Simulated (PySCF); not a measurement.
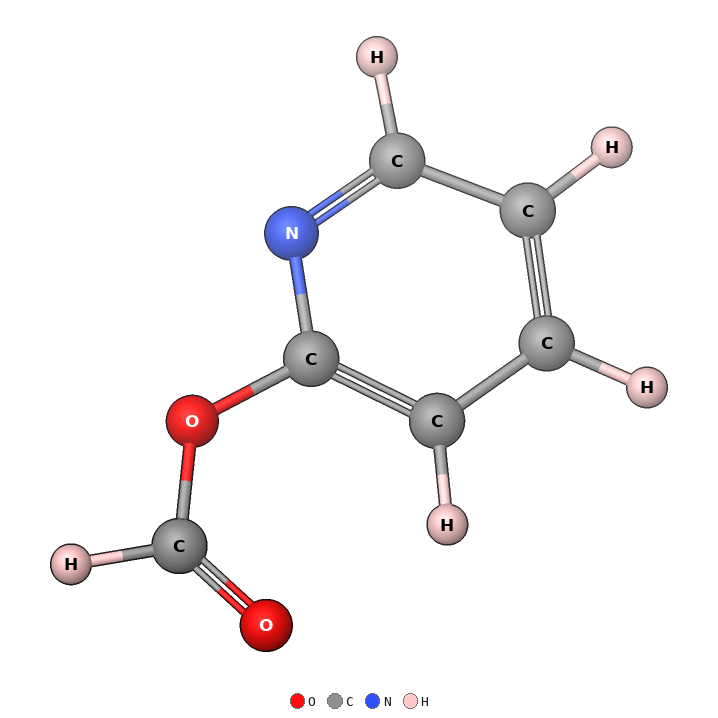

Orthographic view. Distant atoms are faded towards the background colour. The computed structure is the end point of a PBE0-D3(BJ)/def2-SVP optimisation. No frequency run is at hand to confirm it as a minimum.

Question: Give the standard InChI.

Answer: InChI=1S/C6H5NO2/c8-5-9-6-3-1-2-4-7-6/h1-5H
